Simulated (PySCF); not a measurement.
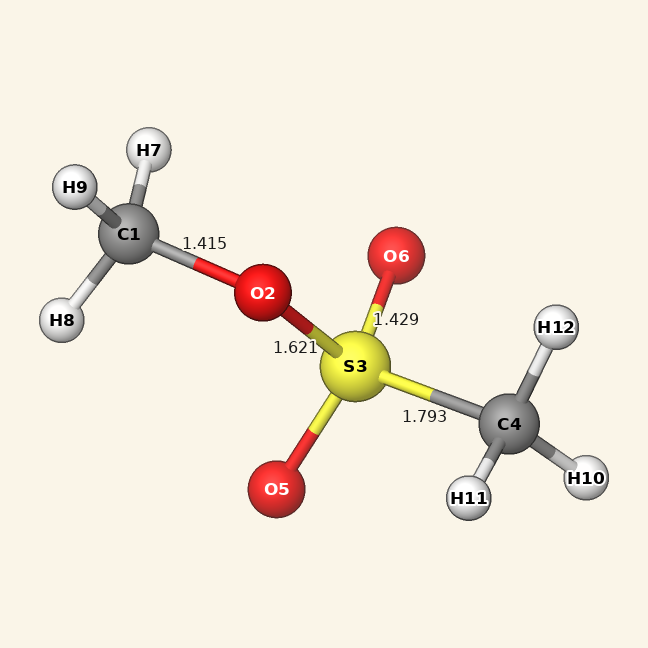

The numbers beside the sticks are distances in Å. Sticks don't show bond order. Computed geometry: GFN2-xTB optimisation. No frequency run is at hand to confirm it as a minimum.

Which of the marked bonds are single, double, triple or aromatic?

Answer. C1–O2 single; O2–S3 single; S3–C4 single; S3–O6 double.

Give the structure as SMILES.

Answer. COS(C)(=O)=O
